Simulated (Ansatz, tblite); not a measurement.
# The cluster Ga₁₃Sb₁₁F₆: removing and adding an electron

What does removing or adding an electron cost or gain for the cluster Ga₁₃Sb₁₁F₆? Each charged state is run at several levels.

Computed with Ansatz 0.2.0, Gaussian basis. Level: as each input shows.

Plan: charge +1 doublet, at the geometry of the singlet (PBE0-D4/def2-SVP, PBE-D4/def2-SVP, B97M-V/def2-SVP); charge -1 doublet, at the geometry of the singlet (PBE0-D4/def2-SVP, PBE-D4/def2-SVP, B97M-V/def2-SVP); the starting singlet's energies come from earlier runs.

1 further run of the same task is left out (set aside as unsound or not needed). Runs told in other sessions of the task aren't counted.

## Step 1: The geometry

The geometry is that of the singlet, from an earlier relaxation (PBE-D4/def2-SVP).

30 atoms, charge 0, spin multiplicity 1.

Atoms are counted from 1 here; the program's logs count them from 0.

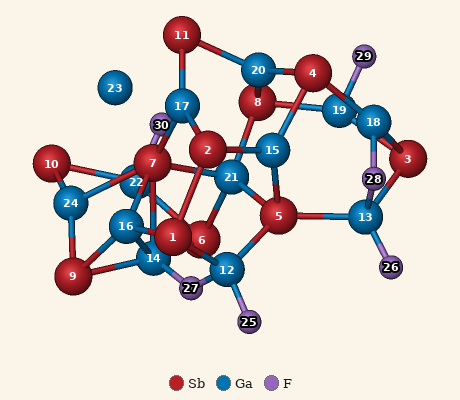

The geometry (antimony red, gallium blue, fluorine purple); atoms are numbered from 1 in the order of the file.

Sb takes a core potential in the def2 sets. No spin-orbit coupling is included.

## Step 2: Charge +1 doublet at the fixed geometry, PBE0-D4/def2-SVP

Input file in.yaml:

```yaml
crystal:
  periodic: [false, false, false]
  atoms:
    - {symbol: Sb, position_ang: [-0.893751, -4.388182, 1.077628]}
    - {symbol: Sb, position_ang: [1.280344, -3.904466, -0.745160]}
    - {symbol: Sb, position_ang: [-1.455467, 2.390086, -4.825805]}
    - {symbol: Sb, position_ang: [2.239887, -0.919311, -3.839668]}
    - {symbol: Sb, position_ang: [-1.630426, -0.421622, -1.163362]}
    - {symbol: Sb, position_ang: [-1.856903, 2.420802, 2.228188]}
    - {symbol: Sb, position_ang: [1.099896, -0.468044, 2.047114]}
    - {symbol: Sb, position_ang: [1.570128, 2.960548, -0.749919]}
    - {symbol: Sb, position_ang: [-1.336011, -1.773261, 5.241537]}
    - {symbol: Sb, position_ang: [1.805324, 2.088301, 5.813005]}
    - {symbol: Sb, position_ang: [4.515180, -0.067952, -0.069683]}
    - {symbol: Ga, position_ang: [-2.535174, -2.364079, 0.388994]}
    - {symbol: Ga, position_ang: [-2.562218, 0.341304, -3.524821]}
    - {symbol: Ga, position_ang: [-1.718761, -0.054773, 3.142566]}
    - {symbol: Ga, position_ang: [0.452797, -1.757765, -2.057550]}
    - {symbol: Ga, position_ang: [-0.305084, -2.574864, 2.890022]}
    - {symbol: Ga, position_ang: [2.600218, -1.762532, 0.173857]}
    - {symbol: Ga, position_ang: [0.125401, 0.295548, -4.788694]}
    - {symbol: Ga, position_ang: [0.562882, 2.869573, -3.142450]}
    - {symbol: Ga, position_ang: [2.695673, 0.755791, -1.758238]}
    - {symbol: Ga, position_ang: [-0.216483, 1.295100, 0.339742]}
    - {symbol: Ga, position_ang: [0.437261, 2.515165, 3.579722]}
    - {symbol: Ga, position_ang: [3.479260, 1.411293, 2.917235]}
    - {symbol: Ga, position_ang: [0.665068, -0.054655, 5.040596]}
    - {symbol: F, position_ang: [-4.225915, -2.871247, 0.133374]}
    - {symbol: F, position_ang: [-4.223650, -0.166220, -3.905800]}
    - {symbol: F, position_ang: [-2.846020, -1.195158, 2.005076]}
    - {symbol: F, position_ang: [-1.407252, -0.968495, -4.559565]}
    - {symbol: F, position_ang: [1.859687, 3.287369, -4.331422]}
    - {symbol: F, position_ang: [1.814711, 3.059748, 2.388381]}
basis:
  gaussian: {orbitals: def2-SVP, fitting: {mean_field: def2-universal-jkfit}}
total_charge: 1
magnetization: {spin_polarized: true, initial_magnetization: 1}
hamiltonian: {xc: pbe0, dispersion: d4}
scf: {omitted_lower_state_checks: [starts]}
output: {orbitals: {seedname: orbitals}}
```

Started as:

```bash
ansatz run in.yaml --threads 11 --pin off --events-out ev --progress --plain --max-ram 110592MiB --backend cuda --devices 0, --max-vram 75GiB
```

The program printed:

```text
Functional definition: PBE0
  name "PBE0"
  cite "Adamo & Barone, J. Chem. Phys. 110, 6158 (1999) doi:10.1063/1.478522"
  cite "Perdew, Burke & Ernzerhof, Phys. Rev. Lett. 77, 3865 (1996) doi:10.1103/PhysRevLett.77.3865"
  parent pbe
  parameter a = 0.25
  parameter kappa = 0.804
  parameter beta = 0.06672455060314922
  exchange = (1 - a)*pbe_x(kappa = kappa, mu = beta*pi^2/3) + a*exact_x
  correlation = pbe_c(beta = beta)
these checks for a lower state are left out or cut short: starts
6318 factors; integrals over basis functions are off by at most 8.7e-2 eV
mean field evaluation 1: about -768932.9794 eV, gradient 7.8e1 eV
mean field evaluation 2: about -768442.3159 eV, gradient 2.8e2 eV
mean field evaluation 4: about -768940.2241 eV, gradient 3.9e1 eV
mean field evaluation 8: about -768953.6275 eV, gradient 4.9e0 eV
mean field evaluation 16: about -768953.8541 eV, gradient 1.4e-1 eV
mean field evaluation 32: about -768953.8551 eV, gradient 1.2e-4 eV
mean field -768953.85506056 eV, -28258.5329578324 hartree, gradient 3.3e-5 eV, S^2 0.764244; 0 other end points of the search recorded, 0 dependent functions left out
reference -768953.85512089 eV, -28258.5329600496 hartree; 355, 354 occupied and 431, 432 virtual orbitals, 6318 factors
Total energy: -768958.40107171 eV, -28258.7000206607 hartree
Checks for a lower state left out: starts
```

Run time: 19 s. Hardware: 1 × H100 with 11 threads of AMD EPYC 7R13, shared host; peak host memory 1.6 GiB.

Report: HOMO -8.39 eV, LUMO -6.88 eV (over both spins); ⟨S²⟩ 0.764 (pure: 0.75).

## Step 3: Charge +1 doublet at the fixed geometry, PBE-D4/def2-SVP

start.molden holds the orbitals of an earlier run on this state, given as this run's starting guess.

Edit in.yaml of step 2 so:

```diff
@@ -34,6 +34,6 @@
 basis:
-  gaussian: {orbitals: def2-SVP, fitting: {mean_field: def2-universal-jkfit}}
+  gaussian: {orbitals: def2-SVP, fitting: {mean_field: def2-universal-jkfit}, initial_orbitals: start.molden}
 total_charge: 1
 magnetization: {spin_polarized: true, initial_magnetization: 1}
-hamiltonian: {xc: pbe0, dispersion: d4}
+hamiltonian: {xc: pbe, dispersion: d4}
 scf: {omitted_lower_state_checks: [starts]}
```

Same command.

The program printed:

```text
Functional definition: PBE
  name "PBE"
  cite "Perdew, Burke & Ernzerhof, Phys. Rev. Lett. 77, 3865 (1996) doi:10.1103/PhysRevLett.77.3865"
  parent pbe
  parameter kappa = 0.804
  parameter beta = 0.06672455060314922
  exchange = pbe_x(kappa = kappa, mu = beta*pi^2/3)
  correlation = pbe_c(beta = beta)
these checks for a lower state are left out or cut short: starts
6318 factors; integrals over basis functions are off by at most 8.7e-2 eV
mean field evaluation 1: about -768936.8919 eV, gradient 1.5e1 eV
mean field evaluation 2: about -768938.0291 eV, gradient 1.2e0 eV
mean field evaluation 4: about -768938.0647 eV, gradient 1.6e-1 eV
mean field evaluation 8: about -768938.0657 eV, gradient 2.7e-5 eV
mean field -768938.06573583 eV, -28257.9527108509 hartree, gradient 2.7e-5 eV, S^2 0.755795; 0 other end points of the search recorded, 0 dependent functions left out
reference -768938.06581631 eV, -28257.9527138086 hartree; 355, 354 occupied and 431, 432 virtual orbitals, 6318 factors
Total energy: -768943.01389674 eV, -28258.1345524103 hartree
Checks for a lower state left out: starts
```

Run time: 6.5 s. Hardware: 1 × H100 with 11 threads of AMD EPYC 7R13, shared host; peak host memory 1.6 GiB.

From the report: HOMO -7.64 eV, LUMO -7.30 eV (over both spins); ⟨S²⟩ 0.756 (pure: 0.75).

## Step 4: Charge +1 doublet at the fixed geometry, B97M-V/def2-SVP

Edit in.yaml of step 3 so:

```diff
@@ -37,3 +37,3 @@
 magnetization: {spin_polarized: true, initial_magnetization: 1}
-hamiltonian: {xc: pbe, dispersion: d4}
+hamiltonian: {xc: {name: B97M-V}}
 scf: {omitted_lower_state_checks: [starts]}
```

Launched as before.

The program printed:

```text
Functional definition: B97M-V
  name "B97M-V"
  cite "Mardirossian & Head-Gordon, J. Chem. Phys. 142, 074111 (2015) doi:10.1063/1.4907719"
  cite "Becke, J. Chem. Phys. 107, 8554 (1997) doi:10.1063/1.475007"
  cite "Vydrov & Van Voorhis, J. Chem. Phys. 133, 244103 (2010) doi:10.1063/1.3521275"
  # Of w^i u^j: cxij and so on, Table III.
  parameter cx00 = 1.000
  parameter cx01 = 1.308
  parameter cx02 = 1.901
  parameter cx10 = 0.416
  parameter cx11 = 3.070
  parameter css00 = 1.000
  parameter css02 = -1.855
  parameter css10 = -5.668
  parameter css32 = -20.497
  parameter css42 = -20.364
  parameter cos00 = 1.000
  parameter cos01 = 1.573
  parameter cos03 = -6.298
  parameter cos10 = 2.535
  parameter cos32 = -6.427
  parameter b = 6.0
  parameter c = 0.01
  gx(w, u) = cx00 + cx01*u + cx02*u^2 + (cx10 + cx11*u)*w
  gss(w, u) = css00 + css02*u^2 + css10*w + (css32*w^3 + css42*w^4)*u^2
  gos(w, u) = cos00 + cos01*u + cos03*u^3 + cos10*w + cos32*w^3*u^2
  exchange = spin_sum(e_x_unif_s*gx(b97_w, b97_u_x))
  correlation = spin_sum(e_c_pw_mod_same_spin*gss(b97_w, b97_u_same))
      + integral(e_c_pw_mod_opposite_spin*gos(b97_w_opposite, b97_u_opposite)) + vv10(b, c)
these checks for a lower state are left out or cut short: starts
6318 factors; integrals over basis functions are off by at most 8.7e-2 eV
mean field evaluation 1: about -768916.8855 eV, gradient 1.5e1 eV
mean field evaluation 2: about -768917.5181 eV, gradient 6.7e-1 eV
mean field evaluation 4: about -768917.5114 eV, gradient 1.4e-1 eV
mean field evaluation 8: about -768917.5116 eV, gradient 1.7e-5 eV
mean field -768917.51163547 eV, -28257.1973615947 hartree, gradient 1.7e-5 eV, S^2 0.762568; 0 other end points of the search recorded, 0 dependent functions left out
reference -768917.51175369 eV, -28257.1973659393 hartree; 355, 354 occupied and 431, 432 virtual orbitals, 6318 factors
Total energy: -768917.51175369 eV, -28257.1973659393 hartree
Checks for a lower state left out: starts
```

Run time: 12 s. Hardware: 1 × H100 with 11 threads of AMD EPYC 7R13, shared host; peak host memory 2.8 GiB.

From the report: HOMO -7.73 eV, LUMO -7.18 eV (over both spins); ⟨S²⟩ 0.763 (pure: 0.75).

## Step 5: Vertical ionisation energy

Charged state less starting state, singlet to doublet; the starting state's energies are those of its earlier runs.

```csv
level,vertical ionisation energy (eV),time
PBE-D4/def2-SVP,+5.99,13 s
B97M-V/def2-SVP,+5.88,20 s
PBE0-D4/def2-SVP,+6.07,33 s
```

Times add the two runs; a level without a time comes out of a correlated run.

Beside −ε(HOMO) of the starting state:

```csv
level,−ε(HOMO) (eV),by difference (eV),mismatch (eV)
PBE-D4/def2-SVP,4.64,5.99,-1.36
B97M-V/def2-SVP,4.63,5.88,-1.25
PBE0-D4/def2-SVP,5.23,6.07,-0.83
```

## Step 6: Charge -1 doublet at the fixed geometry, PBE0-D4/def2-SVP

Edit in.yaml of step 4 so:

```diff
@@ -34,6 +34,6 @@
 basis:
-  gaussian: {orbitals: def2-SVP, fitting: {mean_field: def2-universal-jkfit}, initial_orbitals: start.molden}
-total_charge: 1
+  gaussian: {orbitals: def2-SVP, fitting: {mean_field: def2-universal-jkfit}}
+total_charge: -1
 magnetization: {spin_polarized: true, initial_magnetization: 1}
-hamiltonian: {xc: {name: B97M-V}}
+hamiltonian: {xc: pbe0, dispersion: d4}
 scf: {omitted_lower_state_checks: [starts]}
```

The command is unchanged.

The program printed:

```text
Functional definition: PBE0
  name "PBE0"
  cite "Adamo & Barone, J. Chem. Phys. 110, 6158 (1999) doi:10.1063/1.478522"
  cite "Perdew, Burke & Ernzerhof, Phys. Rev. Lett. 77, 3865 (1996) doi:10.1103/PhysRevLett.77.3865"
  parent pbe
  parameter a = 0.25
  parameter kappa = 0.804
  parameter beta = 0.06672455060314922
  exchange = (1 - a)*pbe_x(kappa = kappa, mu = beta*pi^2/3) + a*exact_x
  correlation = pbe_c(beta = beta)
these checks for a lower state are left out or cut short: starts
6318 factors; integrals over basis functions are off by at most 8.7e-2 eV
mean field evaluation 1: about -768949.2233 eV, gradient 6.5e1 eV
mean field evaluation 2: about -768867.7392 eV, gradient 1.4e2 eV
mean field evaluation 4: about -768962.0568 eV, gradient 1.0e1 eV
mean field evaluation 8: about -768962.7651 eV, gradient 6.8e-1 eV
mean field evaluation 16: about -768962.7714 eV, gradient 2.1e-2 eV
mean field evaluation 32: about -768962.7714 eV, gradient 7.8e-5 eV
mean field -768962.77143491 eV, -28258.8606285462 hartree, gradient 1.0e-5 eV, S^2 0.758173; 0 other end points of the search recorded, 0 dependent functions left out
reference -768962.77149546 eV, -28258.8606307711 hartree; 356, 355 occupied and 430, 431 virtual orbitals, 6318 factors
Total energy: -768967.37380463 eV, -28259.0297625135 hartree
Checks for a lower state left out: starts
```

It took 21 s on 1 × H100 with 11 threads of AMD EPYC 7R13, shared host; peak host memory 1.6 GiB.

HOMO -2.04 eV, LUMO -0.94 eV (over both spins); ⟨S²⟩ 0.758 (pure: 0.75).

## Step 7: Charge -1 doublet at the fixed geometry, PBE-D4/def2-SVP

Edit in.yaml of step 6 so:

```diff
@@ -34,6 +34,6 @@
 basis:
-  gaussian: {orbitals: def2-SVP, fitting: {mean_field: def2-universal-jkfit}}
+  gaussian: {orbitals: def2-SVP, fitting: {mean_field: def2-universal-jkfit}, initial_orbitals: start.molden}
 total_charge: -1
 magnetization: {spin_polarized: true, initial_magnetization: 1}
-hamiltonian: {xc: pbe0, dispersion: d4}
+hamiltonian: {xc: pbe, dispersion: d4}
 scf: {omitted_lower_state_checks: [starts]}
```

The command is unchanged.

The program printed:

```text
Functional definition: PBE
  name "PBE"
  cite "Perdew, Burke & Ernzerhof, Phys. Rev. Lett. 77, 3865 (1996) doi:10.1103/PhysRevLett.77.3865"
  parent pbe
  parameter kappa = 0.804
  parameter beta = 0.06672455060314922
  exchange = pbe_x(kappa = kappa, mu = beta*pi^2/3)
  correlation = pbe_c(beta = beta)
these checks for a lower state are left out or cut short: starts
6318 factors; integrals over basis functions are off by at most 8.7e-2 eV
mean field evaluation 1: about -768945.6255 eV, gradient 1.5e1 eV
mean field evaluation 2: about -768946.7483 eV, gradient 1.0e0 eV
mean field evaluation 4: about -768946.7824 eV, gradient 1.3e-1 eV
mean field evaluation 8: about -768946.7839 eV, gradient 1.2e-4 eV
mean field evaluation 16: about -768946.7839 eV, gradient 8.7e-6 eV
mean field -768946.78392637 eV, -28258.2730984440 hartree, gradient 2.8e-6 eV, S^2 0.755303; 0 other end points of the search recorded, 0 dependent functions left out
reference -768946.78400701 eV, -28258.2731014073 hartree; 356, 355 occupied and 430, 431 virtual orbitals, 6318 factors
Total energy: -768951.79310008 eV, -28258.4571821825 hartree
Checks for a lower state left out: starts
```

Run time: 9.5 s. Hardware: 1 × H100 with 11 threads of AMD EPYC 7R13, shared host; peak host memory 1.6 GiB.

Report: HOMO -1.46 eV, LUMO -1.36 eV (over both spins); ⟨S²⟩ 0.755 (pure: 0.75).

## Step 8: Charge -1 doublet at the fixed geometry, B97M-V/def2-SVP

Edit in.yaml of step 7 so:

```diff
@@ -37,3 +37,3 @@
 magnetization: {spin_polarized: true, initial_magnetization: 1}
-hamiltonian: {xc: pbe, dispersion: d4}
+hamiltonian: {xc: {name: B97M-V}}
 scf: {omitted_lower_state_checks: [starts]}
```

Same command.

The program printed:

```text
Functional definition: B97M-V
  name "B97M-V"
  cite "Mardirossian & Head-Gordon, J. Chem. Phys. 142, 074111 (2015) doi:10.1063/1.4907719"
  cite "Becke, J. Chem. Phys. 107, 8554 (1997) doi:10.1063/1.475007"
  cite "Vydrov & Van Voorhis, J. Chem. Phys. 133, 244103 (2010) doi:10.1063/1.3521275"
  # Of w^i u^j: cxij and so on, Table III.
  parameter cx00 = 1.000
  parameter cx01 = 1.308
  parameter cx02 = 1.901
  parameter cx10 = 0.416
  parameter cx11 = 3.070
  parameter css00 = 1.000
  parameter css02 = -1.855
  parameter css10 = -5.668
  parameter css32 = -20.497
  parameter css42 = -20.364
  parameter cos00 = 1.000
  parameter cos01 = 1.573
  parameter cos03 = -6.298
  parameter cos10 = 2.535
  parameter cos32 = -6.427
  parameter b = 6.0
  parameter c = 0.01
  gx(w, u) = cx00 + cx01*u + cx02*u^2 + (cx10 + cx11*u)*w
  gss(w, u) = css00 + css02*u^2 + css10*w + (css32*w^3 + css42*w^4)*u^2
  gos(w, u) = cos00 + cos01*u + cos03*u^3 + cos10*w + cos32*w^3*u^2
  exchange = spin_sum(e_x_unif_s*gx(b97_w, b97_u_x))
  correlation = spin_sum(e_c_pw_mod_same_spin*gss(b97_w, b97_u_same))
      + integral(e_c_pw_mod_opposite_spin*gos(b97_w_opposite, b97_u_opposite)) + vv10(b, c)
these checks for a lower state are left out or cut short: starts
6318 factors; integrals over basis functions are off by at most 8.7e-2 eV
mean field evaluation 1: about -768925.4953 eV, gradient 1.5e1 eV
mean field evaluation 2: about -768926.1220 eV, gradient 6.8e-1 eV
mean field evaluation 4: about -768926.1153 eV, gradient 1.6e-1 eV
mean field evaluation 8: about -768926.1161 eV, gradient 3.2e-3 eV
mean field evaluation 16: about -768926.1161 eV, gradient 7.7e-6 eV
mean field -768926.11613033 eV, -28257.5135709488 hartree, gradient 7.7e-6 eV, S^2 0.755552; 0 other end points of the search recorded, 0 dependent functions left out
reference -768926.11624549 eV, -28257.5135751805 hartree; 356, 355 occupied and 430, 431 virtual orbitals, 6318 factors
Total energy: -768926.11624549 eV, -28257.5135751805 hartree
Checks for a lower state left out: starts
```

Wall time 16 s (1 × H100 with 11 threads of AMD EPYC 7R13, shared host); peak host memory 2.9 GiB.

HOMO -1.46 eV, LUMO -1.32 eV (over both spins); ⟨S²⟩ 0.756 (pure: 0.75).

## Step 9: Vertical electron affinity

Starting state less charged state (positive: the electron is bound), singlet to doublet; the starting state's energies are those of its earlier runs.

```csv
level,vertical electron affinity (eV),time
PBE-D4/def2-SVP,+2.79,16 s
B97M-V/def2-SVP,+2.72,24 s
PBE0-D4/def2-SVP,+2.91,36 s
```

Times add the two runs; a level without a time comes out of a correlated run.

Beside −ε(LUMO) of the starting state:

```csv
level,−ε(LUMO) (eV),by difference (eV),mismatch (eV)
PBE-D4/def2-SVP,4.04,2.79,+1.26
B97M-V/def2-SVP,3.98,2.72,+1.25
PBE0-D4/def2-SVP,3.69,2.91,+0.79
```

## Step 10: What came out

```
                                           quantity                               value
vertical ionisation energy, functionals in def2-SVP  5.88 (B97M-V) to 6.07 eV (PBE0-D4)
vertical electron affinity, functionals in def2-SVP  2.72 (B97M-V) to 2.91 eV (PBE0-D4)
```

In words: The vertical ionisation energy spans 5.88 to 6.07 eV over the functionals. −ε(HOMO) misses the level's own difference by -0.83 eV at best (PBE0-D4) and -1.36 eV at worst (PBE-D4). The vertical electron affinity spans 2.72 to 2.91 eV over the functionals. −ε(LUMO) misses the level's own difference by +0.79 eV at best (PBE0-D4) and +1.26 eV at worst (PBE-D4).
